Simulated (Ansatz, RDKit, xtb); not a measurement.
# Isomers of BSi2N2H9, a sample narrowed down

A sample of isomers of BSi2N2H9 is drawn. Aim: find which of them has the lowest free energy at 298.15 K, then its properties. The sample is small against all isomers, and the most stable one of this formula need not be in it.

Plan: many cheap relaxations first (GFN2-xTB), then density-functional screening, relaxation at r2SCAN-D4/def2-SVP, vibrations (at GFN2-xTB) and a final energy. The numbers are computed, not measured.

### Step 1. Candidates

Isomers were taken from a list of plausible structures; this is a sample, not all of them. That gives 4 candidates.

| label | SMILES | spin |
| --- | --- | --- |
| c131 | B[Si@@H](N)N[SiH3] | singlet |
| c203 | B[SiH2]N[SiH2]N | singlet |
| c779 | BN([SiH3])[SiH2]N | singlet |
| c944 | B[SiH2]N(N)[SiH3] | singlet |

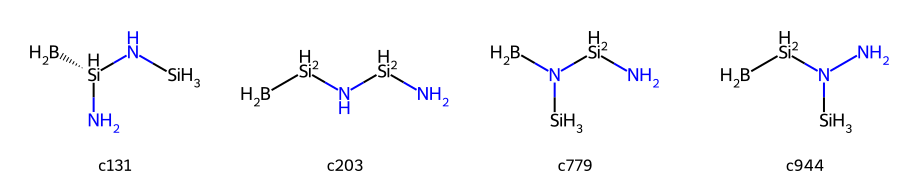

Structural formulas of the candidates.

Candidates are built by distance geometry, with a force field where one applies, in up to four conformers (letters a to d).

### Step 2. First filter: tight binding

All 16 starts are relaxed the same way. One of them, c131d (taken from a list of positional isomers, embedded by distance geometry and UFF), in full:

Input file start.xyz:

```xyz
14
c131d
B      2.807932    -1.239918    -1.043624
N      0.418382    -0.829260    -2.962852
N      0.964021     1.247146    -0.891982
Si     1.696863     0.003362    -2.034797
Si    -0.253589     0.432213     0.194171
H      2.913785    -1.205482     0.077817
H      3.348665    -2.118129    -1.664288
H      2.519649     0.750796    -2.981817
H     -0.093769    -1.477862    -2.313648
H     -0.308976    -0.071187    -3.240570
H      0.457394     1.917622    -1.517635
H     -1.373526    -0.059246    -0.631864
H      0.421030    -0.640932     0.906683
H     -0.681037     1.398474     1.155574
```

Started as:

```console
$ xtb start.xyz --gfn 2 --opt
```

The log of the run, cut to the lines that bear on the results:

```text
* xtb version 6.7.1
[...]
          :  # basis functions                  41          :
[...]
          :  # electrons                        30          :
[...]
          :  Hamiltonian                  GFN2-xTB          :
[...]
          :  net charge                          0          :
          :  unpaired electrons                  0          :
[...]
   *** convergence criteria satisfied after 14 iterations ***
[...]
   *** GEOMETRY OPTIMIZATION CONVERGED AFTER 43 ITERATIONS ***
[...]
   *** convergence criteria satisfied after 3 iterations ***
[...]
         ::                     SUMMARY                     ::
         :::::::::::::::::::::::::::::::::::::::::::::::::::::
         :: total energy             -15.156268702510 Eh    ::
         :: gradient norm              0.000875571071 Eh/a0 ::
         :: HOMO-LUMO gap              2.501867449167 eV    ::
         ::.................................................::
         :: SCC energy               -15.323595360434 Eh    ::
         :: -> isotropic ES            0.062461264691 Eh    ::
         :: -> anisotropic ES          0.007558942571 Eh    ::
         :: -> anisotropic XC          0.003690352793 Eh    ::
         :: -> dispersion             -0.009869946481 Eh    ::
         :: repulsion energy           0.167326657924 Eh    ::
         :: add. restraining           0.000000000000 Eh    ::
         :: total charge               0.000000000000 e     ::
         :::::::::::::::::::::::::::::::::::::::::::::::::::::
[...]
        15        2.0000           -0.3632756              -9.8852 (HOMO)
        16                         -0.2713336              -7.3834 (LUMO)
[...]
     #   Z          covCN         q      C6AA      α(0)
     1   5 B        2.818     0.177    18.600     7.205
     2   7 N        2.540    -0.428    31.208     8.296
     3   7 N        2.499    -0.460    32.170     8.423
     4  14 Si       3.580     0.470    99.169    19.146
     5  14 Si       3.658     0.480    97.939    18.970
     6   1 H        0.939    -0.101     5.595     3.698
     7   1 H        0.939    -0.097     5.456     3.652
     8   1 H        0.915    -0.106     5.792     3.764
     9   1 H        0.861     0.150     1.404     1.856
    10   1 H        0.861     0.148     1.413     1.862
    11   1 H        0.862     0.135     1.509     1.924
    12   1 H        0.916    -0.116     6.154     3.880
    13   1 H        0.917    -0.135     6.960     4.126
    14   1 H        0.918    -0.115     6.128     3.872
[...]
     #   Z sym  total        # sym  WBO       # sym  WBO       # sym  WBO
 ---------------------------------------------------------------------------
     1   5 B    3.045 --     6 H    1.000     7 H    0.995     4 Si   0.875
     2   7 N    3.175 --     4 Si   1.115    10 H    0.967     9 H    0.967
     3   7 N    3.265 --     5 Si   1.136    11 H    0.970     4 Si   0.957
     4  14 Si   3.828 --     2 N    1.115     3 N    0.957     1 B    0.875
                             8 H    0.874
     5  14 Si   3.812 --     3 N    1.136    14 H    0.886    12 H    0.884
                            13 H    0.869
     6   1 H    0.990 --     1 B    1.000
     7   1 H    0.991 --     1 B    0.995
     8   1 H    0.989 --     4 Si   0.874
     9   1 H    0.978 --     2 N    0.967
    10   1 H    0.978 --     2 N    0.967
    11   1 H    0.982 --     3 N    0.970
[...]
molecular dipole:
                 x           y           z       tot (Debye)
 q only:       -0.117      -0.045      -0.360
   full:       -0.404      -0.161      -0.147       1.168
molecular quadrupole (traceless):
[...]
          | TOTAL ENERGY              -15.156268702510 Eh   |
          | GRADIENT NORM               0.000875571071 Eh/α |
          | HOMO-LUMO GAP               2.501867449167 eV   |
           -------------------------------------------------
[...]
```

Wall time 0.4 s (2 threads of Intel Xeon Platinum 8259CL at 2.50GHz (Skylake/Cascade Lake), shared host); peak memory 0.093 GiB.

### Step 3. Distinct minima at GFN2-xTB

16 of the 16 relaxations converged; 1 ended on a minimum already found. 15 distinct structures remain:

| label | start | SMILES after | spin | energy (kcal/mol) | note |
| --- | --- | --- | --- | --- | --- |
| c779b | drawn | BN([SiH3])[SiH2]N | singlet | 0.0 |  |
| c779c | drawn | BN([SiH3])[SiH2]N | singlet | 0.1 |  |
| c779a | drawn | BN([SiH3])[SiH2]N | singlet | 0.1 |  |
| c779d | drawn | BN([SiH3])[SiH2]N | singlet | 0.6 |  |
| c203d | drawn | [BH2-]1[NH2+][SiH2]N[SiH2]1 | singlet | 16.9 | bonds changed |
| c203b | drawn | B[SiH2]N[SiH2]N | singlet | 38.6 |  |
| c131d | drawn | B[Si@@H](N)N[SiH3] | singlet | 39.3 |  |
| c131b | drawn | B[Si@@H](N)N[SiH3] | singlet | 39.9 |  |
| c203a | drawn | B[SiH2]N[SiH2]N | singlet | 40.0 |  |
| c131a | drawn | B[Si@@H](N)N[SiH3] | singlet | 40.0 |  |
| c131c | drawn | B[Si@@H](N)N[SiH3] | singlet | 41.5 |  |
| c944c | drawn | [BH2][SiH2][N]([NH2])[SiH3] ‡ | singlet | 72.1 | H-bridged |
| c944d | drawn | B[SiH2]N(N)[SiH3] | singlet | 72.6 |  |
| c944a | drawn | B[SiH2]N(N)[SiH3] | singlet | 74.7 |  |
| c944b | drawn | B[SiH2]N(N)[SiH3] | singlet | 75.1 |  |

‡ marks the bonded skeleton alone, with all bonds drawn single: no Lewis structure was assigned that passes a check against the bond lengths.

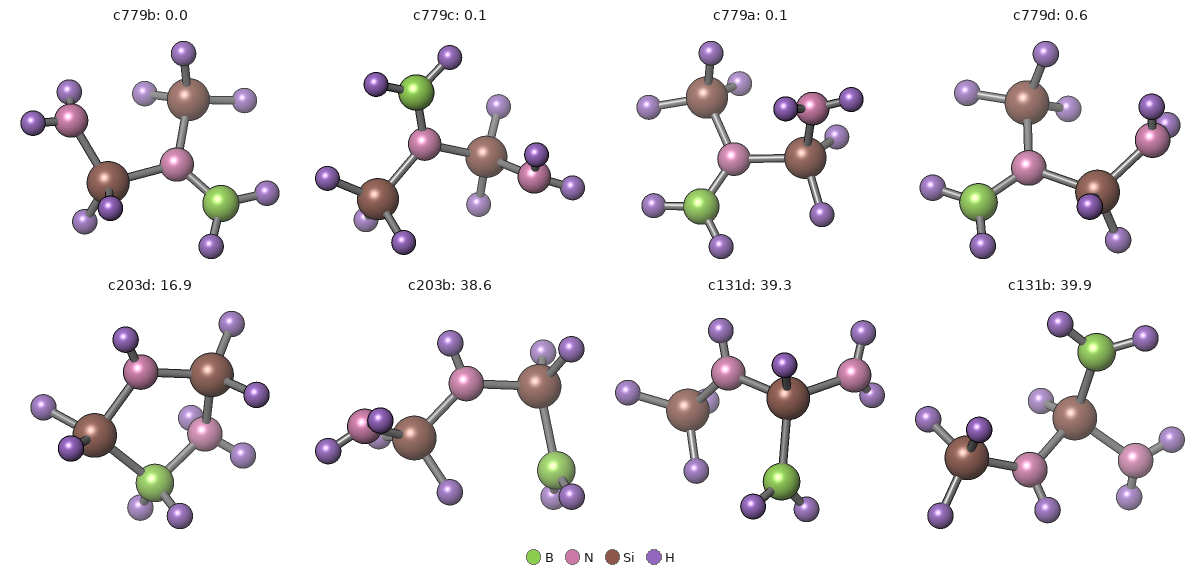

The 8 lowest minima that did not fall apart, with their GFN2-xTB energies in kcal/mol.

### Step 4. Second filter: single points

A choice of the minima (the low ones first, few conformers of a pattern, up to a cap) and the lowest that fell apart get a single point at r2SCAN-D4/def2-SVP on the tight-binding geometry, and one at HF/STO-3G for comparison. The lowest singlets are also tried as triplets at the same geometry (label ending in t). Within 40 kcal/mol but not screened, among others: c779a, c779d. The first, c779b:

Input file input.yaml:

```yaml
crystal:
  periodic: [false, false, false]
  atoms:
    - symbol: B
      position_ang: [-0.158189, 0.634825, -2.280455]
    - symbol: "N"
      position_ang: [0.382274, 0.537391, -0.988872]
    - symbol: N
      position_ang: [-0.004834, 0.033402, 1.748059]
    - symbol: Si
      position_ang: [2.068416, 0.145856, -0.717964]
    - symbol: Si
      position_ang: [-0.678592, 0.839301, 0.384063]
    - symbol: H
      position_ang: [0.523345, 0.458995, -3.218225]
    - symbol: H
      position_ang: [-1.292997, 0.899080, -2.413504]
    - symbol: H
      position_ang: [2.164104, -1.207307, -0.160680]
    - symbol: H
      position_ang: [2.607921, 1.130494, 0.231129]
    - symbol: H
      position_ang: [2.784779, 0.246783, -1.985187]
    - symbol: H
      position_ang: [-0.798616, 2.303396, 0.502954]
    - symbol: H
      position_ang: [-1.972875, 0.194754, 0.182806]
    - symbol: H
      position_ang: [0.956311, 0.203178, 1.994858]
    - symbol: H
      position_ang: [-0.566605, -0.011447, 2.581493]
basis:
  gaussian: {orbitals: def2-SVP}
scf: {lower_state_search: "off"}
output: {orbitals: {seedname: orbitals}}
hamiltonian: {xc: {name: r2SCAN}, dispersion: d4}
```

Started as:

```console
$ ansatz run input.yaml --threads 2 --pin off --max-ram 5220MiB --events-out events.jsonl --progress --plain --runs-dir runs
```

The log of the run, cut to the lines that bear on the results:

```text
Warning: RAYON_NUM_THREADS=2 ignored (pool sized by the plan → 2); use --threads N
Functional definition: r2SCAN
  name "r2SCAN"
[...]
1412 factors; their error is unknown
[...]
mean field -19548.79347378 eV, -718.4049095133 hartree, gradient 4.5e-6 eV, S^2 0.000000; 0 other end points of the search recorded, 0 dependent functions left out
reference -19548.79348600 eV, -718.4049099622 hartree; 28, 28 occupied and 95, 95 virtual orbitals, 1412 factors
Total energy: -19548.88151499 eV, -718.4081449679 hartree
Checks for a lower state left out: stability, starts, cluster_reference, orbital_swaps, neighbouring_geometries, increment
```

Wall time 2.3 s (2 threads of Intel Xeon Platinum 8259CL at 2.50GHz (Skylake/Cascade Lake), shared host); peak memory 0.18 GiB.

Relative energies in kcal/mol, each column from its lowest structure that stays in one piece:

| label | SMILES | spin | GFN2-xTB | HF/STO-3G | r2SCAN-D4/def2-SVP |
| --- | --- | --- | --- | --- | --- |
| c779c | BN([SiH3])[SiH2]N | singlet | 0.1 | 0.0 | 0.0 |
| c779b | BN([SiH3])[SiH2]N | singlet | 0.0 | 1.2 | 0.6 |
| c203d | [BH2-]1[NH2+][SiH2]N[SiH2]1 | singlet | 16.9 | 5.2 | 5.9 |
| c203b | B[SiH2]N[SiH2]N | singlet | 38.6 | 52.8 | 37.5 |
| c131d | B[Si@@H](N)N[SiH3] | singlet | 39.3 | 51.3 | 38.2 |
| c131b | B[Si@@H](N)N[SiH3] | singlet | 39.9 | 52.8 | 42.3 |
| c779ct | BN([SiH3])[SiH2]N | triplet | – | – | 127.7 |
| c203dt | [BH2-]1[NH2+][SiH2]N[SiH2]1 | triplet | – | – | 129.5 |

### Step 5. Relaxing the best candidates

3 candidates are relaxed at r2SCAN-D4/def2-SVP (chosen among the lowest in one piece, one conformer a pattern). The first, c779c:

Input file input.yaml:

```yaml
crystal:
  periodic: [false, false, false]
  atoms:
    - symbol: B
      position_ang: [-2.297766, 0.210595, -1.377084]
    - symbol: N
      position_ang: [-0.968336, 0.018236, -0.976506]
    - symbol: "N"
      position_ang: [0.730128, 1.581559, -2.518913]
    - symbol: Si
      position_ang: [-0.489108, -0.046849, 0.707297]
    - symbol: Si
      position_ang: [0.310812, -0.054383, -2.184766]
    - symbol: H
      position_ang: [-2.557331, 0.283910, -2.520432]
    - symbol: H
      position_ang: [-3.147372, 0.299799, -0.573270]
    - symbol: H
      position_ang: [0.329150, -1.251113, 0.883061]
    - symbol: H
      position_ang: [-1.693041, -0.127374, 1.529904]
    - symbol: H
      position_ang: [0.284160, 1.157740, 1.024615]
    - symbol: H
      position_ang: [-0.196929, -0.860541, -3.301353]
    - symbol: H
      position_ang: [1.501488, -0.666128, -1.599432]
    - symbol: H
      position_ang: [-0.017130, 2.245170, -2.652351]
    - symbol: H
      position_ang: [1.481236, 1.772807, -3.161888]
basis:
  gaussian:
    orbitals: def2-SVP
scf:
  lower_state_search: off
hamiltonian:
  xc: {name: r2SCAN}
  dispersion: d4
relax:
  f_tol: 0.006
```

Started as:

```console
$ ansatz run input.yaml --threads 2 --pin off --max-ram 5220MiB --events-out events.jsonl --progress --plain --runs-dir runs
```

The log of the run, cut to the lines that bear on the results:

```text
Warning: RAYON_NUM_THREADS=2 ignored (pool sized by the plan → 2); use --threads N
[...]
[... 2 set-up lines as earlier in the session ...]
[...]
1412 factors; their error is unknown
[...]
mean field -19548.81973863 eV, -718.4058747286 hartree, gradient 1.9e-6 eV, S^2 0.000000; 0 other end points of the search recorded, 0 dependent functions left out
[...]
reference -19548.81975076 eV, -718.4058751743 hartree; 28, 28 occupied and 95, 95 virtual orbitals, 1412 factors
relax step   1: F+E_penalty+E_count = -19548.90749074 eV  Δ(F+E_penalty+E_count) = +0.000e0 eV  max|allowed force component| = 9.809e-1 eV/Å  Δτ_max = 0.0000 Å  (17 SCF iters, accepted)
[...]
relax step   9: F+E_penalty+E_count = -19549.09543784 eV  Δ(F+E_penalty+E_count) = -2.913e-3 eV  max|allowed force component| = 4.546e-2 eV/Å  Δτ_max = 0.1147 Å  (19 SCF iters, accepted)
[...]
Atom 5 at    -2.436486     0.598195    -2.482481 Å, force     0.000511     0.000924    -0.000290 eV/Å
Atom 6 at    -3.123191     0.454442    -0.502372 Å, force     0.000477     0.001673    -0.000351 eV/Å
Atom 7 at     0.084816    -1.628092     0.929465 Å, force    -0.000114    -0.000169     0.000353 eV/Å
Atom 8 at    -1.701506    -0.119542     1.630104 Å, force     0.000853     0.001777     0.000076 eV/Å
Atom 9 at     0.562011     0.715191     1.247446 Å, force    -0.002123     0.000055     0.000129 eV/Å
Atom 10 at    -0.056534    -0.990955    -3.180923 Å, force    -0.000346     0.000422     0.000177 eV/Å
Atom 11 at     1.610720    -0.332688    -1.476198 Å, force     0.000140    -0.000199    -0.000364 eV/Å
Atom 12 at    -0.070999     1.823418    -3.708214 Å, force    -0.000385    -0.000852     0.000223 eV/Å
Atom 13 at     1.042975     2.297996    -2.557757 Å, force    -0.000271    -0.000311    -0.000906 eV/Å
Dipole moment:     0.145181     0.251067    -0.034608 e Å
Checks for a lower state left out: stability, starts, cluster_reference, orbital_swaps, neighbouring_geometries, increment
```

Run time: 94 s. Hardware: 2 threads of Intel Xeon Platinum 8259CL at 2.50GHz (Skylake/Cascade Lake), shared host; peak memory 0.18 GiB.

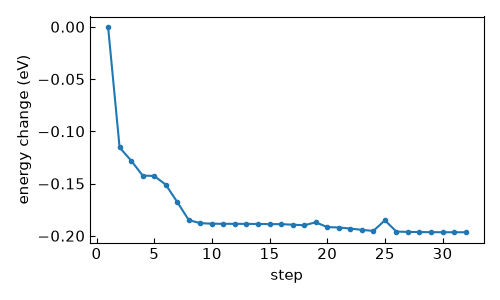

Energy along the run, all evaluated steps.

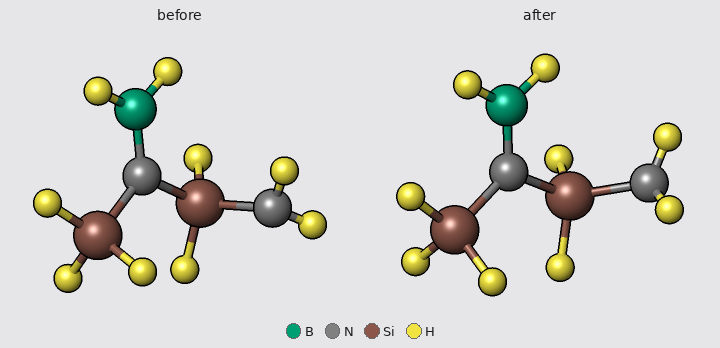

Before and after, at one scale.

After the run. Bond lengths: B1–N2 1.414 Å, N2–Si4 1.769 Å, N2–Si5 1.791 Å, N3–Si5 1.719 Å, B1–H6 1.216 Å, B1–H7 1.211 Å, Si4–H8 1.494 Å, Si4–H9 1.488 Å, Si4–H10 1.495 Å, Si5–H11 1.486 Å, Si5–H12 1.492 Å, N3–H13 1.016 Å, N3–H14 1.016 Å. Some angles: B1–N2–Si4 122.4°, B1–N2–Si5 116.6°, Si4–N2–Si5 120.9°, N2–Si5–N3 116.1°, N2–B1–H6 119.0°, N2–B1–H7 121.2°, N2–Si4–H8 110.4°, N2–Si4–H9 109.1°, N2–Si4–H10 109.9°, N2–Si5–H11 107.9°.

### Step 6. The relaxed candidates

| label | spin | r2SCAN-D4/def2-SVP (kcal/mol) | r2SCAN-D4/def2-SVP, relaxed (kcal/mol) | time | note |
| --- | --- | --- | --- | --- | --- |
| c779c | singlet | 0.0 | 0.0 | 94 s |  |
| c203d | singlet | 5.9 | 5.4 | 34 s |  |
| c203b | singlet | 37.5 | 22.8 | 68 s | rearranged to [NH2][SiH]1[H][BH2][SiH2][NH]1 ‡ |

‡ marks the bonded skeleton alone, with all bonds drawn single: no Lewis structure was assigned that passes a check against the bond lengths.

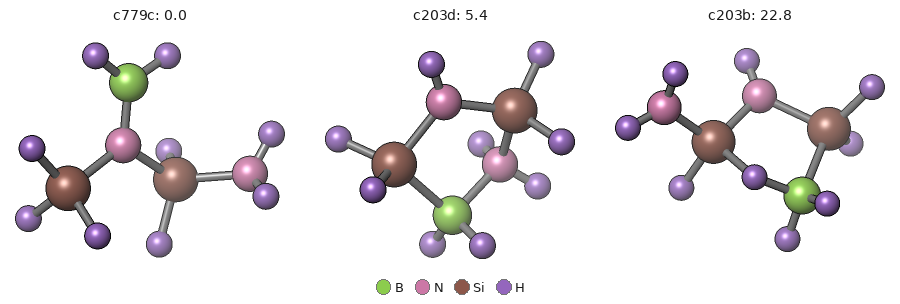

The relaxed structures, with energies at r2SCAN-D4/def2-SVP in kcal/mol.

### Step 7. Harmonic analysis of the finalists

The lowest few in one piece go on as finalists. In this search the thermal terms come from GFN2-xTB at its own nearest minimum. The first, c779c:

Input file start.xyz:

```xyz
14
c779c
B     -2.217856     0.388563    -1.304327
N     -0.901319     0.070526    -0.898294
N      0.610743     1.506849    -3.025206
Si    -0.481076    -0.252738     0.789221
Si     0.347662     0.032262    -2.181581
H     -2.436486     0.598195    -2.482481
H     -3.123191     0.454442    -0.502372
H      0.084816    -1.628092     0.929465
H     -1.701506    -0.119542     1.630104
H      0.562011     0.715191     1.247446
H     -0.056534    -0.990955    -3.180923
H      1.610720    -0.332688    -1.476198
H     -0.070999     1.823418    -3.708214
H      1.042975     2.297996    -2.557757
```

Started as:

```console
$ xtb start.xyz --gfn 2 --ohess tight
```

The log of the run, cut to the lines that bear on the results:

```text
* xtb version 6.7.1
[...]
          :  # basis functions                  41          :
[...]
          :  # electrons                        30          :
[...]
          :  Hamiltonian                  GFN2-xTB          :
[...]
          :  net charge                          0          :
          :  unpaired electrons                  0          :
[...]
   *** convergence criteria satisfied after 14 iterations ***
[...]
   *** GEOMETRY OPTIMIZATION CONVERGED AFTER 59 ITERATIONS ***
[...]
   *** convergence criteria satisfied after 3 iterations ***
[...]
         ::                     SUMMARY                     ::
         :::::::::::::::::::::::::::::::::::::::::::::::::::::
         :: total energy             -15.218165202330 Eh    ::
         :: gradient norm              0.000192356066 Eh/a0 ::
         :: HOMO-LUMO gap              5.162257446768 eV    ::
         ::.................................................::
         :: SCC energy               -15.386154125545 Eh    ::
         :: -> isotropic ES            0.072111913128 Eh    ::
         :: -> anisotropic ES          0.007555928163 Eh    ::
         :: -> anisotropic XC          0.003295975126 Eh    ::
         :: -> dispersion             -0.010536497364 Eh    ::
         :: repulsion energy           0.167988923215 Eh    ::
         :: add. restraining           0.000000000000 Eh    ::
         :: total charge              -0.000000000000 e     ::
         :::::::::::::::::::::::::::::::::::::::::::::::::::::
[...]
        15        2.0000           -0.3874727             -10.5437 (HOMO)
        16                         -0.1977635              -5.3814 (LUMO)
[...]
molecular dipole:
                 x           y           z       tot (Debye)
 q only:        0.567      -0.215       0.004
   full:        0.123      -0.000      -0.071       0.361
molecular quadrupole (traceless):
[...]
          | TOTAL ENERGY              -15.218165202333 Eh   |
          | TOTAL ENTHALPY            -15.114991985869 Eh   |
          | TOTAL FREE ENERGY         -15.158427672311 Eh   |
          | GRADIENT NORM               0.000192397038 Eh/α |
[...]
```

It took 0.97 s on 2 threads of Intel Xeon Platinum 8259CL at 2.50GHz (Skylake/Cascade Lake), shared host; peak memory 0.11 GiB.

### Step 8. Zero-point energy and free-energy terms

As xtb prints them, at 298.15 K, with its own treatment of low modes:

| label | SMILES | spin | lowest mode (cm⁻¹) | zero-point (kcal/mol) | G − E (kcal/mol) |
| --- | --- | --- | --- | --- | --- |
| c779c | BN([SiH3])[SiH2]N | singlet | 38 | 58.3 | 37.5 |
| c203d | [BH2-]1[NH2+][SiH2]N[SiH2]1 | singlet | 99 | 61.6 | 42.3 |
| c203b | [NH2][SiH]1[H][BH2][SiH2][NH]1 ‡ | singlet | 61 | 58.8 | 38.3 |

‡ marks the bonded skeleton alone, with all bonds drawn single: no Lewis structure was assigned that passes a check against the bond lengths.

### Step 9. Last filter: a higher level

Each finalist gets a single point at CCSD(T)/def2-SVP + MP2/def2-TZVPP - MP2/def2-SVP.

c779c, CCSD(T)/def2-SVP:

Input file input.yaml:

```yaml
crystal:
  periodic: [false, false, false]
  atoms:
    - {symbol: B, position_ang: [-2.217856, 0.388563, -1.304327]}
    - {symbol: N, position_ang: [-0.901319, 0.070526, -0.898294]}
    - {symbol: N, position_ang: [0.610743, 1.506849, -3.025206]}
    - {symbol: Si, position_ang: [-0.481076, -0.252738, 0.789221]}
    - {symbol: Si, position_ang: [0.347662, 0.032262, -2.181581]}
    - {symbol: H, position_ang: [-2.436486, 0.598195, -2.482481]}
    - {symbol: H, position_ang: [-3.123191, 0.454442, -0.502372]}
    - {symbol: H, position_ang: [0.084816, -1.628092, 0.929465]}
    - {symbol: H, position_ang: [-1.701506, -0.119542, 1.630104]}
    - {symbol: H, position_ang: [0.562011, 0.715191, 1.247446]}
    - {symbol: H, position_ang: [-0.056534, -0.990955, -3.180923]}
    - {symbol: H, position_ang: [1.610720, -0.332688, -1.476198]}
    - {symbol: H, position_ang: [-0.070999, 1.823418, -3.708214]}
    - {symbol: H, position_ang: [1.042975, 2.297996, -2.557757]}
basis:
  gaussian:
    orbitals: def2-SVP
correlation:
  method: ccsd_t
  frozen_orbitals: {"N": 1, B: 1, H: 0, Si: 5}
```

Started as:

```console
$ ansatz run input.yaml --threads 2 --pin off --max-ram 5220MiB --events-out events.jsonl --progress --plain --runs-dir runs
```

The log of the run, cut to the lines that bear on the results:

```text
Warning: RAYON_NUM_THREADS=2 ignored (pool sized by the plan → 2); use --threads N
Functional definition: HF
  name "HF"
[...]
1223 factors; integrals over basis functions are off by at most 1.2e-3 eV
[...]
mean field -19497.06742752 eV, -716.5040123744 hartree, gradient 1.7e-6 eV, S^2 0.000000; 0 other end points of the search recorded, 0 dependent functions left out
13 core orbitals not correlated: weight in the atoms' cores, before any rotation towards them, 1.000 or more for the frozen orbitals, at most 0.000 for the correlated occupied ones
reference -19497.06742752 eV, -716.5040123744 hartree; 15, 15 occupied and 95, 95 virtual orbitals, 1223 factors
second order -17.01737718 eV of doubles, -0.00000000 eV of singles
cycle   1  -18.16774292 eV  change    -1.2e0 eV  update   1.0e-1
[...]
cycle   9  -18.85327899 eV  change   -1.1e-5 eV  update   2.3e-5
perturbative correction -0.51932859 eV, -0.0190849735 hartree
Total energy: -19516.44003510 eV, -717.2159425717 hartree
```

Wall time 13 s (2 threads of Intel Xeon Platinum 8259CL at 2.50GHz (Skylake/Cascade Lake), shared host); peak memory 0.68 GiB.

[end of part 1 of 2]
